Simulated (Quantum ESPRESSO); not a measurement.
# Fixed-spin-moment curve of GdO

How stiff is the total moment of GdO, and does E(M) have further minima?

Calculated with Quantum ESPRESSO 7.5; PBE with U = 4.8 eV on Gd f (atomic projectors); plane waves with SSSP 1.3 efficiency PBE potentials, no spin-orbit coupling.

## 1. Set-up

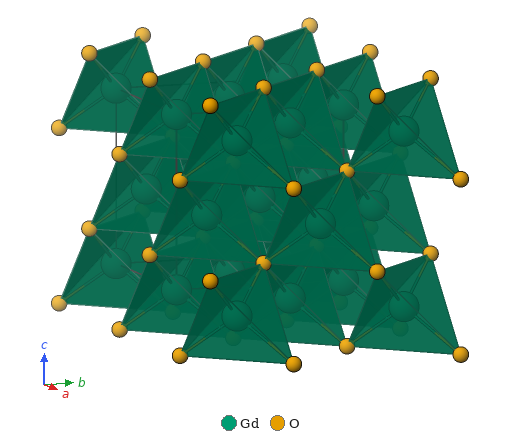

The starting structure, seen slightly off an axis (gadolinium teal, oxygen orange). 2×1×1 cells are drawn. This picture shows the conventional cell, with its axes. Some periodic images of atoms are drawn too.

As a file:

```cif
data_structure
_symmetry_space_group_name_H-M 'P 1'
_symmetry_Int_Tables_number 1
_cell_length_a 3.8184
_cell_length_b 3.8184
_cell_length_c 3.8184
_cell_angle_alpha 60.000
_cell_angle_beta 60.000
_cell_angle_gamma 60.000
_cell_volume 39.37
loop_
_atom_site_label
_atom_site_type_symbol
_atom_site_fract_x
_atom_site_fract_y
_atom_site_fract_z
_atom_site_occupancy
Gd1 Gd 0.00000 0.00000 0.00000 1
O2 O 0.25000 0.25000 0.25000 1
```

The cell comes from the Crystallography Open Database.

The settings of this session are cheaper than careful work needs (see the inputs), so it shows what such settings give, not the properties of the crystal.

## 2. No moment imposed

The input, pw.in:

```
&CONTROL
  calculation = 'scf'
  prefix = 'pwscf'
  outdir = './tmp'
  pseudo_dir = './pseudo'
  disk_io = 'nowf'
/
&SYSTEM
  ibrav = 0
  nat = 2
  ntyp = 2
  ecutwfc = 55
  ecutrho = 440
  nbnd = 22
  occupations = 'smearing'
  smearing = 'fd'
  degauss = 0.03674932
  nspin = 2
  starting_magnetization(1) = 0.3889
  starting_magnetization(2) = 0
/
&ELECTRONS
  conv_thr = 4d-09
  electron_maxstep = 150
  mixing_beta = 0.3
  diago_david_ndim = 4
/
ATOMIC_SPECIES
Gd    157.2500 Gd.paw.z_18.atompaw.wentzcovitch.v1.2.upf
O      15.9990 O.pbe-n-kjpaw_psl.0.1.UPF
CELL_PARAMETERS angstrom
   0.0000000000    2.7000000000    2.7000000000
   2.7000000000    0.0000000000    2.7000000000
   2.7000000000    2.7000000000    0.0000000000
ATOMIC_POSITIONS crystal
Gd      0.0000000000    0.0000000000    0.0000000000
O       0.2500000000    0.2500000000    0.2500000000
K_POINTS automatic
8 8 8 1 1 1
HUBBARD {atomic}
U Gd-4f 4.8000
```

On the command line:

```bash
$ OMP_NUM_THREADS=1 mpirun -n 2 pw.x -nk 2 -in pw.in > pw.out
```

The log of the run:

```text
Program PWSCF v.7.5 starts

     file Gd.paw.z_18.atompaw.wentzcovitch.v1.2.upf: wavefunction(s)  6S 0P 5D 0D 4F 0F renormalized
     file O.pbe-n-kjpaw_psl.0.1.UPF: wavefunction(s)  2P renormalized
     Message from routine setup:
     using ibrav=0 with symmetry is DISCOURAGED, use correct ibrav instead

     K-points division:     npool     =       2
     Subspace diagonalization in iterative solution of the eigenvalue problem:

     G-vector sticks info
     --------------------
     sticks:   dense  smooth     PW     G-vecs:    dense   smooth      PW
     Sum        1573     793    253                41391    14649    2637

     Using Slab Decomposition

     bravais-lattice index     =            0
     lattice parameter (alat)  =       7.2157  a.u.
     unit-cell volume          =     265.6549 (a.u.)^3
     number of atoms/cell      =            2
     number of atomic types    =            2
     number of electrons       =        24.00
     number of Kohn-Sham states=           22
     kinetic-energy cutoff     =      55.0000  Ry
     charge density cutoff     =     440.0000  Ry
     scf convergence threshold =      4.0E-09
     mixing beta               =       0.3000
     number of iterations used =            8  plain     mixing
     Exchange-correlation= SLA  PW   PBX  PBC
                           (   1   4   3   4   0   0   0)
     Hubbard projectors: atomic
     Hubbard parameters of DFT+U (Dudarev formulation) in eV:
     U(Gd-4f) =  4.8000

     Internal variables: lda_plus_u =T, lda_plus_u_kind = 0

     Internal variables: orbital_resolved =F, hub_pot_fix =F, apply_U = F

     celldm(1)=   7.215686  celldm(2)=   0.000000  celldm(3)=   0.000000
     celldm(4)=   0.000000  celldm(5)=   0.000000  celldm(6)=   0.000000

     crystal axes: (cart. coord. in units of alat)
               a(1) = (   0.000000   0.707107   0.707107 )
               a(2) = (   0.707107   0.000000   0.707107 )
               a(3) = (   0.707107   0.707107   0.000000 )

     reciprocal axes: (cart. coord. in units 2 pi/alat)
               b(1) = ( -0.707107  0.707107  0.707107 )
               b(2) = (  0.707107 -0.707107  0.707107 )
               b(3) = (  0.707107  0.707107 -0.707107 )

     PseudoPot. # 1 for Gd read from file:
     Gd.paw.z_18.atompaw.wentzcovitch.v1.2.upf
     Pseudo is Projector augmented-wave + core cor, Zval = 18.0
     Generated using ATOMPAW code
     Shape of augmentation charge: BESSEL
     Using radial grid of 1110 points,  8 beta functions with:
                l(1) =   0
                l(2) =   0
                l(3) =   1
                l(4) =   1
                l(5) =   2
                l(6) =   2
                l(7) =   3
                l(8) =   3
     Q(r) pseudized with 0 coefficients

     PseudoPot. # 2 for O  read from file:
     O.pbe-n-kjpaw_psl.0.1.UPF
     Pseudo is Projector augmented-wave + core cor, Zval =  6.0
     Generated using "atomic" code by A. Dal Corso  v.5.0.99 svn rev. 10869
     Shape of augmentation charge: BESSEL
     Using radial grid of 1095 points,  4 beta functions with:
                l(1) =   0
                l(2) =   0
                l(3) =   1
                l(4) =   1
     Q(r) pseudized with 0 coefficients

     atomic species   valence    mass     pseudopotential
     Gd               18.00   157.25000     Gd( 1.00)
     O                 6.00    15.99900     O ( 1.00)

     Starting magnetic structure
     atomic species   magnetization
     Gd              0.389
     O               0.000

     24 Sym. Ops. (no inversion) found

   Cartesian axes

     site n.     atom                  positions (alat units)
         1        Gd     tau(   1) = (   0.0000000   0.0000000   0.0000000  )
         2        O      tau(   2) = (   0.3535534   0.3535534   0.3535534  )

     number of k points=    60  Fermi-Dirac smearing, width (Ry)=  0.0367
                       cart. coord. in units 2pi/alat
        k(    1) = (   0.0441942   0.0441942   0.0441942), wk =   0.0039062
        k(    2) = (   0.1325825   0.1325825  -0.0441942), wk =   0.0117188
        k(    3) = (   0.2209709   0.2209709  -0.1325825), wk =   0.0117188
        k(    4) = (   0.3093592   0.3093592  -0.2209709), wk =   0.0117188
        k(    5) = (  -0.3093592  -0.3093592   0.3977476), wk =   0.0117188
        [... 55 further k-points ...]

     Dense  grid:    41391 G-vectors     FFT dimensions: (  50,  50,  50)

     Smooth grid:    14649 G-vectors     FFT dimensions: (  36,  36,  36)

     Generating pointlists ...
     new r_m :   0.2526 (alat units)  1.8227 (a.u.) for type    1
     new r_m :   0.2526 (alat units)  1.8227 (a.u.) for type    2

     Initial potential from superposition of free atoms

     starting charge      23.9948, renormalised to      24.0000

     STARTING HUBBARD OCCUPATIONS:

     =================== HUBBARD OCCUPATIONS ===================
     ------------------------ ATOM    1 ------------------------
     Tr[ns(  1)] (up, down, total) =   7.00000  0.00000  7.00000
     Atomic magnetic moment for atom   1 =   7.00000
     [... lines left out ...]
     Number of occupied Hubbard levels =    7.0000

     Atomic wfc used for Hubbard projectors are NOT orthogonalized

     Starting wfcs are   36 randomized atomic wfcs
     Checking if some PAW data can be deallocated...

     Self-consistent Calculation

     iteration #  1     ecut=    55.00 Ry     beta= 0.30
     Davidson diagonalization with overlap
     ethr =  1.00E-02,  avg # of iterations =  4.9

     =================== HUBBARD OCCUPATIONS ===================
     ------------------------ ATOM    1 ------------------------
     Tr[ns(  1)] (up, down, total) =   6.99960  0.30739  7.30699
     Atomic magnetic moment for atom   1 =   6.69221
     [... lines left out ...]
     Number of occupied Hubbard levels =    7.3070

     total energy              =    -725.68766151 Ry
     estimated scf accuracy    <       0.81522355 Ry

     total magnetization       =     7.27 Bohr mag/cell
     absolute magnetization    =     7.35 Bohr mag/cell

     iteration #  2     ecut=    55.00 Ry     beta= 0.30
     Davidson diagonalization with overlap
     ethr =  3.40E-03,  avg # of iterations =  2.0

     total energy              =    -725.85929352 Ry
     estimated scf accuracy    <       0.13073676 Ry

     total magnetization       =     7.33 Bohr mag/cell
     absolute magnetization    =     7.49 Bohr mag/cell

     iteration #  3     ecut=    55.00 Ry     beta= 0.30
     Davidson diagonalization with overlap
     ethr =  5.45E-04,  avg # of iterations =  1.1

     total energy              =    -725.91116378 Ry
     estimated scf accuracy    <       0.07428305 Ry

     total magnetization       =     7.47 Bohr mag/cell
     absolute magnetization    =     7.59 Bohr mag/cell

     [... further iterations left out ...]

     iteration # 11     ecut=    55.00 Ry     beta= 0.30
     Davidson diagonalization with overlap
     ethr =  1.96E-09,  avg # of iterations =  3.6

     total energy              =    -725.92821505 Ry
     estimated scf accuracy    <       0.00000009 Ry

     total magnetization       =     7.33 Bohr mag/cell
     absolute magnetization    =     7.41 Bohr mag/cell

     iteration # 12     ecut=    55.00 Ry     beta= 0.30
     Davidson diagonalization with overlap
     ethr =  3.95E-10,  avg # of iterations =  3.5

     total energy              =    -725.92821531 Ry
     estimated scf accuracy    <       0.00000036 Ry

     total magnetization       =     7.33 Bohr mag/cell
     absolute magnetization    =     7.40 Bohr mag/cell

     iteration # 13     ecut=    55.00 Ry     beta= 0.30
     Davidson diagonalization with overlap
     ethr =  3.95E-10,  avg # of iterations =  3.8

     total energy              =    -725.92821796 Ry
     estimated scf accuracy    <       0.00000001 Ry

     total magnetization       =     7.32 Bohr mag/cell
     absolute magnetization    =     7.40 Bohr mag/cell

     iteration # 14     ecut=    55.00 Ry     beta= 0.30
     Davidson diagonalization with overlap
     ethr =  5.35E-11,  avg # of iterations =  3.2

     Magnetic moment per site  (integrated on atomic sphere of radius R)
     atom   1 (R=0.253)  charge= 13.9568  magn=  6.8768
     atom   2 (R=0.253)  charge=  6.1661  magn= -0.0311

     End of self-consistent calculation

     =================== HUBBARD OCCUPATIONS ===================
     ------------------------ ATOM    1 ------------------------
     Tr[ns(  1)] (up, down, total) =   7.00049  0.10205  7.10254
     Atomic magnetic moment for atom   1 =   6.89844
     [... lines left out ...]
     Number of occupied Hubbard levels =    7.1025

     Number of k-points >= 100: set verbosity='high' to print the bands.

     the Fermi energy is    12.4399 ev

!    total energy              =    -725.92821800 Ry
     total all-electron energy =      -834.775110 Ry
     estimated scf accuracy    <          6.9E-10 Ry
     smearing contrib. (-TS)   =      -0.06704580 Ry
     internal energy E=F+TS    =    -725.86117219 Ry

     The total energy is F=E-TS. E is the sum of the following terms:
     one-electron contribution =    -115.23865857 Ry
     hartree contribution      =      74.27136499 Ry
     xc contribution           =     -31.11082036 Ry
     ewald contribution        =    -178.72161791 Ry
     Hubbard energy            =       0.01757616 Ry
     one-center paw contrib.   =    -475.07901650 Ry

     total magnetization       =     7.32 Bohr mag/cell
     absolute magnetization    =     7.40 Bohr mag/cell

     convergence has been achieved in  14 iterations

=------------------------------------------------------------------------------=
   JOB DONE.
=------------------------------------------------------------------------------=
```

Elapsed: 1.7 min, on 2 MPI ranks of Arm Neoverse V1, shared host; peak memory 0.63 GiB.

Spin moment in the atom's sphere by atom:

| atom | spin moment in the atom's sphere (μB) |
| --- | --- |
| Gd1 | 6.88 |
| O2 | -0.03 |

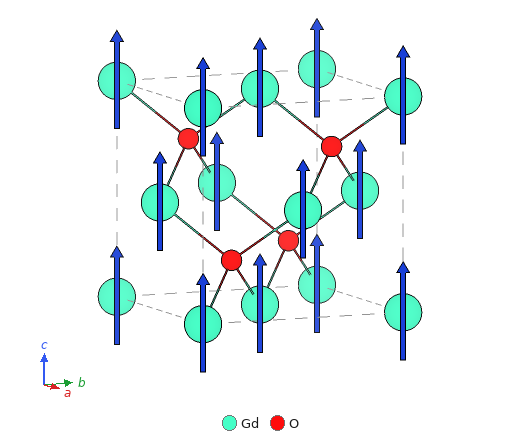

Spin moment in the atom's sphere as arrows, the longest 6.88 μB. Up and down stand for the sign. Arrows give size and sign along the axis of quantisation, drawn up and down the page. Bonds to atoms that aren't drawn are left out. Some periodic images of atoms are drawn too.

Numbers from this step:

| Item | Value |
| --- | --- |
| smearing term TS | 0.9122 eV |
| magnetization | 7.323 μB |
| absolute magnetization | 7.397 μB |
| final state | ferromagnetic |

## 3. Moment fixed at 0 μB

The two spin channels are filled to separate Fermi energies, so that the total moment meets the target. Half of the up one less the down one is the slope dE/dM.

pw.in, as its differences from that of step 2:

```diff
@@ -13,3 +13,3 @@
   ecutrho = 440
-  nbnd = 22
+  nbnd = 24
   occupations = 'smearing'
@@ -18,4 +18,5 @@
   nspin = 2
-  starting_magnetization(1) = 0.3889
+  starting_magnetization(1) = 0.0194
   starting_magnetization(2) = 0
+  tot_magnetization = 0
 /
```

The log of the run:

```text
     [... lines left out ...]
Program PWSCF v.7.5 starts
     [... lines left out ...]
     number of atoms/cell      =            2
     [... lines left out ...]
     number of electrons       =        24.00 (up:  12.00, down:  12.00)
     number of Kohn-Sham states=           24
     kinetic-energy cutoff     =      55.0000  Ry
     charge density cutoff     =     440.0000  Ry
     scf convergence threshold =      4.0E-09
     [... lines left out ...]
     24 Sym. Ops. (no inversion) found
     [... lines left out ...]
     number of k points=    60  Fermi-Dirac smearing, width (Ry)=  0.0367
     [... lines left out ...]
     iteration # 38     ecut=    55.00 Ry     beta= 0.30
     [... lines left out ...]
     Magnetic moment per site  (integrated on atomic sphere of radius R)
     atom   1 (R=0.253)  charge= 14.1125  magn= -0.0004
     atom   2 (R=0.253)  charge=  6.1536  magn= -0.0000
     [... lines left out ...]
     Tr[ns(  1)] (up, down, total) =   3.80493  3.80539  7.61032
     [... lines left out ...]
     the spin up/dw Fermi energies are    11.8720   11.8713 ev
!    total energy              =    -725.08594934 Ry
     [... lines left out ...]
     estimated scf accuracy    <          3.4E-09 Ry
     smearing contrib. (-TS)   =      -0.37230400 Ry
     [... lines left out ...]
     total magnetization       =    -0.00 Bohr mag/cell
     absolute magnetization    =     0.00 Bohr mag/cell
     convergence has been achieved in  38 iterations
```

Elapsed: 4.3 min, on 2 MPI ranks; peak memory 0.64 GiB; 8.6 min of CPU time.

Read from the output:

| Property | Result |
| --- | --- |
| magnetization | 0 μB |
| absolute magnetization | 0 μB |
| half the difference of the two Fermi energies | 0.4 meV |
| largest moment | 0 μB |

## 4. Moment fixed at 0.989 μB

pw.in, as its differences from that of step 3:

```diff
@@ -18,5 +18,5 @@
   nspin = 2
-  starting_magnetization(1) = 0.0194
+  starting_magnetization(1) = 0.0549
   starting_magnetization(2) = 0
-  tot_magnetization = 0
+  tot_magnetization = 0.989
 /
```

The log of the run:

```text
     [... lines left out ...]
Program PWSCF v.7.5 starts
     [... lines left out ...]
     number of atoms/cell      =            2
     [... lines left out ...]
     number of electrons       =        24.00 (up:  12.49, down:  11.51)
     number of Kohn-Sham states=           24
     kinetic-energy cutoff     =      55.0000  Ry
     charge density cutoff     =     440.0000  Ry
     scf convergence threshold =      4.0E-09
     [... lines left out ...]
     24 Sym. Ops. (no inversion) found
     [... lines left out ...]
     number of k points=    60  Fermi-Dirac smearing, width (Ry)=  0.0367
     [... lines left out ...]
     iteration # 62     ecut=    55.00 Ry     beta= 0.30
     [... lines left out ...]
     Magnetic moment per site  (integrated on atomic sphere of radius R)
     atom   1 (R=0.253)  charge= 14.0845  magn=  1.4396
     atom   2 (R=0.253)  charge=  6.1519  magn= -0.0549
     [... lines left out ...]
     Tr[ns(  1)] (up, down, total) =   4.52226  3.01043  7.53269
     [... lines left out ...]
     the spin up/dw Fermi energies are    10.6360   12.2990 ev
!    total energy              =    -725.11954296 Ry
     [... lines left out ...]
     estimated scf accuracy    <          3.6E-09 Ry
     smearing contrib. (-TS)   =      -0.35954772 Ry
     [... lines left out ...]
     total magnetization       =     0.99 Bohr mag/cell
     absolute magnetization    =     1.90 Bohr mag/cell
     convergence has been achieved in  62 iterations
```

It took 7.2 min on 2 MPI ranks; peak memory 0.64 GiB.

Spin moment in the atom's sphere by atom:

| atom | spin moment in the atom's sphere (μB) |
| --- | --- |
| Gd1 | 1.44 |
| O2 | -0.05 |

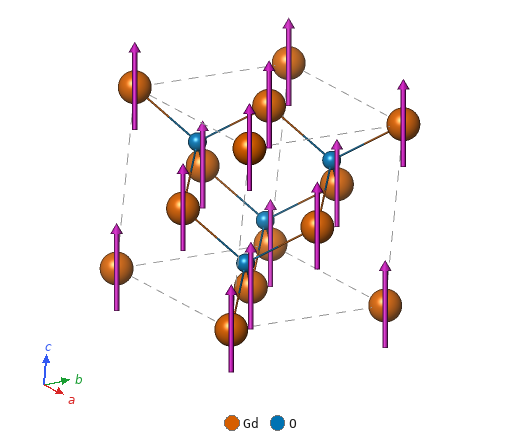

Spin moment in the atom's sphere as arrows, the longest 1.44 μB. Up and down stand for the sign. Arrows give size and sign along the axis of quantisation, drawn up and down the page. Bonds to atoms that aren't drawn are left out. Some periodic images of atoms are drawn too.

Read from the output:

```
magnetization                                 : 0.989 μB
absolute magnetization                        : 1.898 μB
half the difference of the two Fermi energies : -831.5 meV
```

## 5. Moment fixed at 1.977 μB

pw.in, as its differences from that of step 4:

```diff
@@ -13,3 +13,3 @@
   ecutrho = 440
-  nbnd = 24
+  nbnd = 25
   occupations = 'smearing'
@@ -18,5 +18,5 @@
   nspin = 2
-  starting_magnetization(1) = 0.0549
+  starting_magnetization(1) = 0.1098
   starting_magnetization(2) = 0
-  tot_magnetization = 0.989
+  tot_magnetization = 1.977
 /
```

The log of the run:

```text
     [... lines left out ...]
Program PWSCF v.7.5 starts
     [... lines left out ...]
     number of atoms/cell      =            2
     [... lines left out ...]
     number of electrons       =        24.00 (up:  12.99, down:  11.01)
     number of Kohn-Sham states=           25
     kinetic-energy cutoff     =      55.0000  Ry
     charge density cutoff     =     440.0000  Ry
     scf convergence threshold =      4.0E-09
     [... lines left out ...]
     24 Sym. Ops. (no inversion) found
     [... lines left out ...]
     number of k points=    60  Fermi-Dirac smearing, width (Ry)=  0.0367
     [... lines left out ...]
     iteration # 35     ecut=    55.00 Ry     beta= 0.30
     [... lines left out ...]
     Magnetic moment per site  (integrated on atomic sphere of radius R)
     atom   1 (R=0.253)  charge= 14.0535  magn=  2.6604
     atom   2 (R=0.253)  charge=  6.1383  magn= -0.1484
     [... lines left out ...]
     Tr[ns(  1)] (up, down, total) =   5.11683  2.33340  7.45023
     [... lines left out ...]
     the spin up/dw Fermi energies are     9.5287   12.5621 ev
!    total energy              =    -725.20456952 Ry
     [... lines left out ...]
     estimated scf accuracy    <          3.2E-09 Ry
     smearing contrib. (-TS)   =      -0.33747852 Ry
     [... lines left out ...]
     total magnetization       =     1.98 Bohr mag/cell
     absolute magnetization    =     3.36 Bohr mag/cell
     convergence has been achieved in  35 iterations
```

It took 4.4 min on 2 MPI ranks; peak memory 0.65 GiB; 8.7 min of CPU time.

Read from the output:

* magnetization: 1.977 μB
* absolute magnetization: 3.358 μB
* half the difference of the two Fermi energies: -1517 meV
* largest moment: 2.660 μB

## 6. Moment fixed at 3.954 μB

pw.in, as its differences from that of step 5:

```diff
@@ -13,3 +13,3 @@
   ecutrho = 440
-  nbnd = 25
+  nbnd = 26
   occupations = 'smearing'
@@ -18,5 +18,5 @@
   nspin = 2
-  starting_magnetization(1) = 0.1098
+  starting_magnetization(1) = 0.2197
   starting_magnetization(2) = 0
-  tot_magnetization = 1.977
+  tot_magnetization = 3.954
 /
```

The log of the run:

```text
     [... lines left out ...]
Program PWSCF v.7.5 starts
     [... lines left out ...]
     number of atoms/cell      =            2
     [... lines left out ...]
     number of electrons       =        24.00 (up:  13.98, down:  10.02)
     number of Kohn-Sham states=           26
     kinetic-energy cutoff     =      55.0000  Ry
     charge density cutoff     =     440.0000  Ry
     scf convergence threshold =      4.0E-09
     [... lines left out ...]
     24 Sym. Ops. (no inversion) found
     [... lines left out ...]
     number of k points=    60  Fermi-Dirac smearing, width (Ry)=  0.0367
     [... lines left out ...]
     iteration # 87     ecut=    55.00 Ry     beta= 0.30
     [... lines left out ...]
[key lines of the parts left out:]
total energy              =    -725.53365470 Ry
total magnetization       =     3.95 Bohr mag/cell
```

Elapsed: 9.8 min, on 2 MPI ranks; peak memory 0.65 GiB.

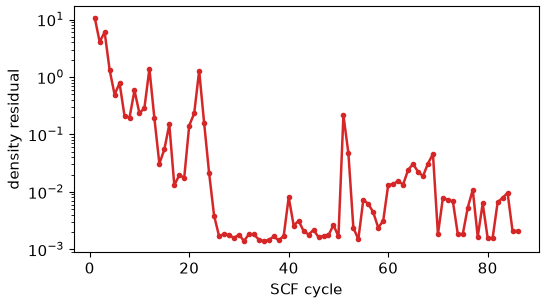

Residual by cycle in this run.

The run was cut off at its time limit.

After 86 cycles the residual stands at 0.0021.

[end of part 1 of 2]

[Logs and program files are shortened in this print: banners, set-up blocks, solver, clock and traceback lines can be left out without a mark of their own.]

[Logs are printed without paths, hosts, clocks, repeated set-up lines and the standing remarks that a program may print on its own settings, such as how far it seeks lower states.]

[Hosts, paths, dates, database ids (printed as entryN), source tags and the programs' standing remarks are cut or masked in the printed files.]

[Where a cell is said to come from a database of computed structures, the database is the Materials Project.]
